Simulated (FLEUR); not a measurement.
# E(M) of AlFe, part 2 of 2

Aim: the energy of AlFe as a function of its total spin moment.

FLEUR MaX-R8.1; PBEsol; all-electron FLAPW, Dirac cores, scalar-relativistic bands.

So far, magnetization (μB): step 2 (unconstrained state) 0.767.

**4. Moment fixed at 0.683 μB**

Two Fermi energies hold the total moment; the run starts from the free run's density.

inp.xml reads:

```
<?xml version="1.0" encoding="UTF-8" standalone="no"?>
<fleurInput fleurInputVersion="0.39">
   <comment>
      AlFe
   </comment>
   <calculationSetup>
      <cutoffs Kmax="4.1" Gmax="12.3" GmaxXC="12.3" numbands="0"/>
      <scfLoop itmax="90" minDistance="0.00002" maxIterBroyd="15" imix="Anderson" alpha="0.05" precondParam="0.0" spinf="2.0" sdNocoIR="T"/>
      <coreElectrons ctail="T" frcor="F" kcrel="0" coretail_lmax="0"/>
      <xcFunctional name="PBEs" relativisticCorrections="F"/>
      <magnetism jspins="2" fixed_moment="0.683"/>
      <soc l_soc="F" theta="0.0" phi="0.0" spav="F"/>
      <expertModes spex="0" secvar="F"/>
      <geometryOptimization l_f="F" forcealpha="1.0" forcemix="BFGS" epsdisp="0.00001" epsforce="0.00001"/>
      <ldaU l_linMix="F" mixParam="0.05" spinf="1.0"/>
   </calculationSetup>
   <cell>
      <bzIntegration valenceElectrons="19.0" mode="hist" fermiSmearingEnergy="0.00183747">
         <kPointListSelection listName="default-1"/>
         <xi:include xmlns:xi="http://www.w3.org/2001/XInclude" href="kpts.xml"> </xi:include>
      </bzIntegration>
      <xi:include xmlns:xi="http://www.w3.org/2001/XInclude" href="sym.xml"> </xi:include>
      <bulkLattice scale="1.0">
         <bravaisMatrix>
            <row-1>    5.4991030225859996     0.0000000000000000     0.0000000000000000</row-1>
            <row-2>    0.0000000000000000     5.4991030225859996     0.0000000000000000</row-2>
            <row-3>    0.0000000000000000     0.0000000000000000     5.4991030225859996</row-3>
         </bravaisMatrix>
      </bulkLattice>
   </cell>
   <atomSpecies>
      <species name="Aluminum (Al)" element="Al" atomicNumber="13">
         <mtSphere radius="1.83" gridPoints="605" logIncrement="0.019"/>
         <atomicCutoffs lmax="8" lnonsphr="6"/>
         <electronConfig flipSpins="F">
            <coreConfig>(1s1/2) (2s1/2) (2p1/2) (2p3/2)</coreConfig>
            <valenceConfig>(3s1/2) (3p1/2) (3p3/2)</valenceConfig>
            <stateOccupation state="(3p1/2)" spinUp="0.166667" spinDown="0.166667"/>
            <stateOccupation state="(3p3/2)" spinUp="0.333333" spinDown="0.333333"/>
         </electronConfig>
         <energyParameters s="3" p="3" d="3" f="4"/>
      </species>
      <species name="Iron (Fe) 2.801" element="Fe" atomicNumber="26">
         <mtSphere radius="2.68" gridPoints="885" logIncrement="0.014"/>
         <atomicCutoffs lmax="10" lnonsphr="8"/>
         <electronConfig flipSpins="F">
            <coreConfig>(1s1/2) (2s1/2) (2p1/2) (2p3/2)</coreConfig>
            <valenceConfig>(3s1/2) (3p1/2) (3p3/2) (4s1/2) (3d3/2) (3d5/2)</valenceConfig>
            <stateOccupation state="(3d3/2)" spinUp="1.4005" spinDown="0.9995"/>
            <stateOccupation state="(3d5/2)" spinUp="3.0" spinDown="0.6"/>
         </electronConfig>
         <energyParameters s="4" p="4" d="3" f="4"/>
         <lo type="SCLO" l="0" n="3" eDeriv="0"/>
         <lo type="SCLO" l="1" n="3" eDeriv="0"/>
      </species>
   </atomSpecies>
   <atomGroups>
      <atomGroup species="Aluminum (Al)">
         <relPos label="                   1">.0000000000 .0000000000 .0000000000</relPos>
         <force calculate="T" relaxXYZ="TTT"/>
      </atomGroup>
      <atomGroup species="Iron (Fe) 2.801">
         <relPos label="                   2">1.000/2.000 1.000/2.000 1.000/2.000</relPos>
         <force calculate="T" relaxXYZ="TTT"/>
      </atomGroup>
   </atomGroups>
   <output dos="F" band="F" slice="F">
      <bandDOS minEnergy="-.5*Htr" maxEnergy="0.5*Htr" sigma="0.015" storeEVData="T"/>
      <plotting iplot="0" polar="F">
         <plot TwoD="T" vec1="  1.0  0.0  0.0" vec2="  0.0  1.0  0.0" vec3="  0.0  0.0  1.0" zero="  0.0  0.0  0.0" file="plot"/>
      </plotting>
      <moessbauerParams electricFieldGradient="F" isomerShift="F" coreHyperfine="F" valenceHyperfine="F"/>
   </output>
</fleurInput>
```

Command:

```
$ OMP_NUM_THREADS=1 mpirun -n 4 fleur_MPI > fleur.log
```

Log:

```text
[banner, memory and clock lines left out]
Welcome to FLEUR        (www.flapw.de)
      MaX-Release 8.1          (www.max-centre.eu)

 ========== k-point set info ==========
 Selected k-point list: default-1
 k-point list type: mesh
 10 x 10 x 10
 Number of k points: 56

 [... set-up left out ...]
 Iteration:     1   Distance:       1.57372473 me/bohr^3
 Iteration:     2   Distance:       1.51012879 me/bohr^3
 Iteration:     3   Distance:       0.50515872 me/bohr^3
 Iteration:     4   Distance:       0.10872069 me/bohr^3
 Iteration:     5   Distance:       0.04778662 me/bohr^3
 Iteration:     6   Distance:       0.01582007 me/bohr^3
 Iteration:     7   Distance:       0.00605437 me/bohr^3
 Iteration:     8   Distance:       0.00470735 me/bohr^3
 Iteration:     9   Distance:       0.00272011 me/bohr^3
 Iteration:    10   Distance:       0.00038929 me/bohr^3
 Iteration:    11   Distance:       0.00078436 me/bohr^3
 Iteration:    12   Distance:       0.00009526 me/bohr^3
 Iteration:    13   Distance:       0.00001096 me/bohr^3

 ********************************************************************
 Run finished successfully
 Stop message:
   all done
 ********************************************************************

--- out.xml (last complete iteration) ---
<iteration numberForCurrentRun="   13" overallNumber="   40">
         [... left out ...]
         <bandgap value="0.0426726404" units="eV"/>
         <sumValenceSingleParticleEnergies value="-6.1830026999" units="Htr"/>
         <bandgap value="0.0012002570" units="eV"/>
         <sumValenceSingleParticleEnergies value="-12.3973049675" units="Htr"/>
         <FermiEnergy value="0.3400563563" units="Htr"/>
         <FixedTotalMoment fermiEnergyUp="0.3363089665" fermiEnergyDown="0.3400563563" units="Htr"/>
         [... left out ...]
         <magneticMomentsInMTSpheres units="muBohr">
            <globalMagMoment atomType="1" vec="0.00000   0.00000  -0.01861"/>
            <globalMagMoment atomType="2" vec="0.00000   0.00000   0.74026"/>
         </magneticMomentsInMTSpheres>
         [... left out ...]
         <totalEnergy value="    -1514.0118724350" units="Htr">
            <sumOfEigenvalues value="     -862.4592930089">
               <coreElectrons value="-850.0619880414"/>
               <valenceElectrons value="-12.3973049675"/>
            </sumOfEigenvalues>
         [... left out ...]
            <freeEnergy value="-1514.0125799756"/>
            <extrapolationTo0K value="-1514.0122262053"/>
         </totalEnergy>
         <densityConvergence units="me/bohr^3">
            <chargeDensity spin="1" distance="0.0000087339"/>
            <chargeDensity spin="2" distance="0.0000059084"/>
            <overallChargeDensity distance="0.0000101153"/>
            <spinDensity distance="0.0000109572"/>
         </densityConvergence>
      </iteration>
```

It took 7.2 s on 4 MPI ranks of AMD EPYC 9R45, shared host; peak memory 0.25 GiB; 28 s of CPU time.

Read from the output:

| Property | Result |
| --- | --- |
| magnetization | 0.683 μB |

Its energy lies +2.5 meV a cell from the free run's.

**5. Moment fixed at 0.911 μB**

Changes to inp.xml since step 4:

```diff
@@ -10,3 +10,3 @@
       <xcFunctional name="PBEs" relativisticCorrections="F"/>
-      <magnetism jspins="2" fixed_moment="0.683"/>
+      <magnetism jspins="2" fixed_moment="0.911"/>
       <soc l_soc="F" theta="0.0" phi="0.0" spav="F"/>
```

Log:

```text
[banner, memory and clock lines left out]
Welcome to FLEUR        (www.flapw.de)
      MaX-Release 8.1          (www.max-centre.eu)

 ========== k-point set info ==========
 Selected k-point list: default-1
 k-point list type: mesh
 10 x 10 x 10
 Number of k points: 56

 [... set-up left out ...]
 Iteration:     1   Distance:       2.75018680 me/bohr^3
 Iteration:     2   Distance:       2.64022754 me/bohr^3
 Iteration:     3   Distance:       0.70282471 me/bohr^3
 Iteration:     4   Distance:       0.19890861 me/bohr^3
 Iteration:     5   Distance:       0.17414888 me/bohr^3
[...]
<sumOfEigenvalues value="     -862.4660453043">
               <coreElectrons value="-850.0595511783"/>
               <valenceElectrons value="-12.4064941261"/>
            </sumOfEigenvalues>
         [... left out ...]
            <freeEnergy value="-1514.0122641591"/>
            <extrapolationTo0K value="-1514.0119087130"/>
         </totalEnergy>
         <densityConvergence units="me/bohr^3">
            <chargeDensity spin="1" distance="0.0000041100"/>
            <chargeDensity spin="2" distance="0.0000069974"/>
            <overallChargeDensity distance="0.0000064493"/>
            <spinDensity distance="0.0000094930"/>
         </densityConvergence>
      </iteration>
```

Run time: 7.6 s. Hardware: 4 MPI ranks; peak memory 0.24 GiB.

Read from the output:

```yaml
magnetization: 0.911 μB
```

Its energy lies +11.1 meV a cell from the free run's.

**6. Moment fixed at 0.456 μB**

Changes to inp.xml since step 5:

```diff
@@ -10,3 +10,3 @@
       <xcFunctional name="PBEs" relativisticCorrections="F"/>
-      <magnetism jspins="2" fixed_moment="0.911"/>
+      <magnetism jspins="2" fixed_moment="0.456"/>
       <soc l_soc="F" theta="0.0" phi="0.0" spav="F"/>
```

Log:

```text
[banner, memory and clock lines left out]
Welcome to FLEUR        (www.flapw.de)
      MaX-Release 8.1          (www.max-centre.eu)

 ========== k-point set info ==========
 Selected k-point list: default-1
 k-point list type: mesh
 10 x 10 x 10
 Number of k points: 56

 [... set-up left out ...]
 Iteration:     1   Distance:       6.09918126 me/bohr^3
 Iteration:     2   Distance:       5.85345054 me/bohr^3
 Iteration:     3   Distance:       1.07804256 me/bohr^3
 Iteration:     4   Distance:       0.42672233 me/bohr^3
 Iteration:     5   Distance:       0.29046070 me/bohr^3
[...]
<sumOfEigenvalues value="     -862.4573754199">
               <coreElectrons value="-850.0641015667"/>
               <valenceElectrons value="-12.3932738533"/>
            </sumOfEigenvalues>
         [... left out ...]
            <freeEnergy value="-1514.0119957326"/>
            <extrapolationTo0K value="-1514.0115879151"/>
         </totalEnergy>
         <densityConvergence units="me/bohr^3">
            <chargeDensity spin="1" distance="0.0000076852"/>
            <chargeDensity spin="2" distance="0.0000104427"/>
            <overallChargeDensity distance="0.0000139868"/>
            <spinDensity distance="0.0000118572"/>
         </densityConvergence>
      </iteration>
```

It took 7.8 s on 4 MPI ranks; peak memory 0.25 GiB; 30 s of CPU time.

Read from the output:

| Property | Result |
| --- | --- |
| magnetization | 0.456 μB |

Its energy lies +18.4 meV a cell from the free run's.

**7. A faulty input**

An input with a fault is tried, to see how the program answers.

inp.xml reads:

```
<?xml version="1.0" encoding="UTF-8" standalone="no"?>
<fleurInput fleurInputVersion="0.39">
   <comment>
      AlFe
   </comment>
   <calculationSetup>
      <cutoffs Kmax="4.1" Gmax="12.3" GmaxXC="12.3" numbands="0"/>
      <scfLoop itmax="60" minDistance="0.00002" maxIterBroyd="15" imix="Anderson" alpha="0.05" precondParam="0.0" spinf="2.0" sdNocoIR="T"/>
      <coreElectrons ctail="T" frcor="F" kcrel="0" coretail_lmax="0"/>
      <xcFunctional name="PBEs" relativisticCorrections="F"/>
      <magnetism jspins="2"/>
      <soc l_soc="F" theta="0.0" phi="0.0" spav="F"/>
      <expertModes spex="0" secvar="F"/>
      <geometryOptimization l_f="F" forcealpha="1.0" forcemix="BFGS" epsdisp="0.00001" epsforce="0.00001"/>
      <ldaU l_linMix="F" mixParam="0.05" spinf="1.0"/>
   </calculationSetup>
   <cell>
      <bzIntegration valenceElectrons="19.0" mode="hist" fermiSmearingEnergy="0.00183747">
         <kPointListSelection listName="default-1"/>
         <xi:include xmlns:xi="http://www.w3.org/2001/XInclude" href="kpts.xml"> </xi:include>
      </bzIntegration>
      <xi:include xmlns:xi="http://www.w3.org/2001/XInclude" href="sym.xml"> </xi:include>
      <bulkLattice scale="1.0">
         <bravaisMatrix>
            <row-1>    5.4991030225859996     0.0000000000000000     0.0000000000000000</row-1>
            <row-2>    0.0000000000000000     5.4991030225859996     0.0000000000000000</row-2>
            <row-3>    0.0000000000000000     0.0000000000000000     5.4991030225859996</row-3>
         </bravaisMatrix>
      </bulkLattice>
   </cell>
   <atomSpecies>
      <species name="Aluminum (Al)" element="Al" atomicNumber="13">
         <mtSphere radius="1.83" gridPoints="605" logIncrement="0.019"/>
         <atomicCutoffs lmax="8" lnonsphr="6"/>
         <electronConfig flipSpins="F">
            <coreConfig>(1s1/2) (2s1/2) (2p1/2) (2p3/2)</coreConfig>
            <valenceConfig>(3s1/2) (3p1/2) (3p3/2)</valenceConfig>
            <stateOccupation state="(3p1/2)" spinUp="0.166667" spinDown="0.166667"/>
            <stateOccupation state="(3p3/2)" spinUp="0.333333" spinDown="0.333333"/>
         </electronConfig>
         <energyParameters s="3" p="3" d="3" f="4"/>
      </species>
      <species name="Iron (Fe) 2.801" element="Fe" atomicNumber="26">
         <mtSphere radius="2.68" gridPoints="885" logIncrement="0.014"/>
         <atomicCutoffs lmax="10" lnonsphr="8"/>
         <electronConfig flipSpins="F">
            <coreConfig>(1s1/2) (2s1/2) (2p1/2) (2p3/2)</coreConfig>
            <valenceConfig>(3s1/2) (3p1/2) (3p3/2) (4s1/2) (3d3/2) (3d5/2)</valenceConfig>
            <stateOccupation state="(3d3/2)" spinUp="1.4005" spinDown="0.9995"/>
            <stateOccupation state="(3d5/2)" spinUp="3.0" spinDown="0.6"/>
         </electronConfig>
         <energyParameters s="4" p="4" d="3" f="4"/>
      </species>
   </atomSpecies>
   <atomGroups>
      <atomGroup species="Aluminum (Al)">
         <relPos label="                   1">.0000000000 .0000000000 .0000000000</relPos>
         <force calculate="T" relaxXYZ="TTT"/>
      </atomGroup>
      <atomGroup species="Iron (Fe) 2.801">
         <relPos label="                   2">1.000/2.000 1.000/2.000 1.000/2.000</relPos>
         <force calculate="T" relaxXYZ="TTT"/>
      </atomGroup>
   </atomGroups>
   <output dos="F" band="F" slice="F">
      <bandDOS minEnergy="-.5*Htr" maxEnergy="0.5*Htr" sigma="0.015" storeEVData="T"/>
      <plotting iplot="0" polar="F">
         <plot TwoD="T" vec1="  1.0  0.0  0.0" vec2="  0.0  1.0  0.0" vec3="  0.0  0.0  1.0" zero="  0.0  0.0  0.0" file="plot"/>
      </plotting>
      <moessbauerParams electricFieldGradient="F" isomerShift="F" coreHyperfine="F" valenceHyperfine="F"/>
   </output>
</fleurInput>
```

crystal.txt reads:

```
AlFe
&input film=F cartesian=F /
2.91000000000  0.00000000000  0.00000000000
0.00000000000  2.91000000000  0.00000000000
0.00000000000  0.00000000000  2.91000000000
1.8897261246
1.0 1.0 1.0

2
13 0.00000000000  0.00000000000  0.00000000000
26 0.50000000000  0.50000000000  0.50000000000 : 2.801

&kpt div1=10 div2=10 div3=10 gamma=T /
```

Command:

```
$ OMP_NUM_THREADS=1 inpgen -f crystal.txt > inpgen.log  # inp.xml is then edited as shown
$ OMP_NUM_THREADS=1 mpirun -n 4 fleur_MPI > fleur.log
```

Log:

```text
[banner, memory and clock lines left out]
Welcome to FLEUR        (www.flapw.de)
      MaX-Release 8.1          (www.max-centre.eu)

 ========== k-point set info ==========
 Selected k-point list: default-1
 k-point list type: mesh
 10 x 10 x 10
 Number of k points: 56

 [... set-up left out ...]
 Iteration:     1   Distance:     214.11036403 me/bohr^3
 Iteration:     2   Distance:     190.22821785 me/bohr^3
 Iteration:     3   Distance:     108.29838801 me/bohr^3
 Iteration:     4   Distance:      90.32884518 me/bohr^3
 Iteration:     5   Distance:      40.28161982 me/bohr^3
 Iteration:     6   Distance:       5.32358359 me/bohr^3
 Iteration:     7   Distance:       6.15088824 me/bohr^3
 Iteration:     8   Distance:       1.04783198 me/bohr^3
 Iteration:     9   Distance:       0.89334496 me/bohr^3
 Iteration:    10   Distance:       0.42700005 me/bohr^3
 Iteration:    11   Distance:       0.26968122 me/bohr^3
 Iteration:    12   Distance:       0.09972428 me/bohr^3
 Iteration:    13   Distance:       0.01170668 me/bohr^3
 Iteration:    14   Distance:       0.01473711 me/bohr^3
 Iteration:    15   Distance:       0.00148882 me/bohr^3
 Iteration:    16   Distance:       0.00137889 me/bohr^3
 Iteration:    17   Distance:       0.00042610 me/bohr^3
 Iteration:    18   Distance:       0.00015890 me/bohr^3
 Iteration:    19   Distance:       0.00005468 me/bohr^3
 Iteration:    20   Distance:       0.00002438 me/bohr^3
 Iteration:    21   Distance:       0.00001066 me/bohr^3

 ********************************************************************
 Run finished successfully
 Stop message:
   all done
 ********************************************************************

--- out.xml (last complete iteration) ---
<iteration numberForCurrentRun="   21" overallNumber="   21">
         [... left out ...]
         <bandgap value="0.0386495518" units="eV"/>
         <sumValenceSingleParticleEnergies value="-0.4125585176" units="Htr"/>
         <FermiEnergy value="0.8569270392" units="Htr"/>
         [... left out ...]
         <magneticMomentsInMTSpheres units="muBohr">
            <globalMagMoment atomType="1" vec="0.00000   0.00000   0.00000"/>
            <globalMagMoment atomType="2" vec="0.00000   0.00000   0.00000"/>
         </magneticMomentsInMTSpheres>
         [... left out ...]
         <totalEnergy value="    -1491.9286357577" units="Htr">
            <sumOfEigenvalues value="     -863.1447184588">
               <coreElectrons value="-862.7321599412"/>
               <valenceElectrons value="-0.4125585176"/>
            </sumOfEigenvalues>
         [... left out ...]
            <freeEnergy value="-1491.9287719981"/>
            <extrapolationTo0K value="-1491.9287038779"/>
         </totalEnergy>
         <densityConvergence units="me/bohr^3">
            <chargeDensity spin="1" distance="0.0000068934"/>
            <chargeDensity spin="2" distance="0.0000077011"/>
            <overallChargeDensity distance="0.0000106590"/>
            <spinDensity distance="0.0000100018"/>
         </densityConvergence>
      </iteration>
```

The job ended after 11 s (4 MPI ranks; peak memory 0.25 GiB).

The run converged, but its input is faulty, so its numbers are not to be trusted.

The fault in the input: semicore states without local orbitals.

Side by side:

```tsv
quantity	this run	first run	difference
largest moment (μB)	0	0.82518	-0.825
magnetization (μB)	0	0.7669	-0.767
free energy (eV)	-40597.45	-41198.38	601
```

One result that differs is the largest moment, 0 μB against 0.825 μB.

Semicore states counted as valence have no basis functions without local orbitals, so their electrons fill higher states.

**8. The curve**

The other moments were run in the same way.

Table of energy over the lowest by total spin moment:

```tsv
total spin moment (μB a cell)	energy over the lowest (meV a cell)
0.000	36.9
0.228	32.1
0.456	18.4
0.683	2.51
0.767	0
0.911	11.1
1.139	52.8
1.367	98.0
```

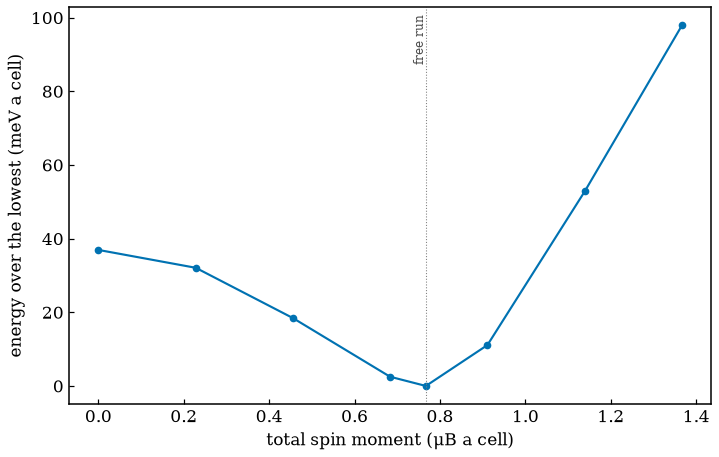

Energy over the lowest, plotted against total spin moment.

The moment, largest sphere moment by total spin moment:

```tsv
total spin moment (μB a cell)	moment, largest sphere moment (μB)
0.000	0
0.228	0.251
0.456	0.500
0.683	0.740
0.767	0.825
0.911	0.971
1.139	1.21
1.367	1.45
```

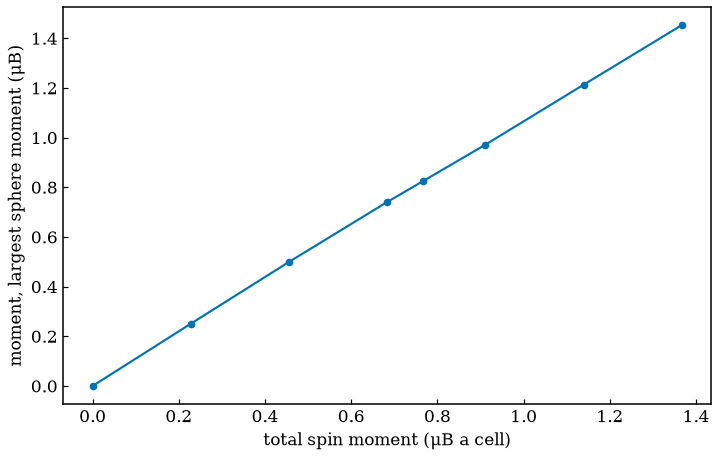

Moment, largest sphere moment, plotted against total spin moment.

**9. Outcome**

* moment of the free run: 0.767 μB a cell
* moment of the lowest point: 0.767 μB a cell
* energy of the spinless run: 36.9 meV a cell over the lowest

What this shows: The lowest point lies 36.9 meV a cell under the spinless run, in free energy at a smearing of 0.05 eV. The point at zero is the spinless run. Opposed orders, which also have no total moment, were not run. Core electrons leak out of the spheres (0.027 e), which costs some accuracy.

[Logs and program files are shortened in this print: banners, set-up blocks, solver, clock and traceback lines can be left out without a mark of their own.]

[Logs are printed without paths, hosts, clocks, repeated set-up lines and the standing remarks that a program may print on its own settings, such as how far it seeks lower states.]

[Hosts, paths, dates, database ids (printed as entryN), source tags and the programs' standing remarks are cut or masked in the printed files.]

[Where a cell is said to come from a database of computed structures, the database is the Materials Project.]
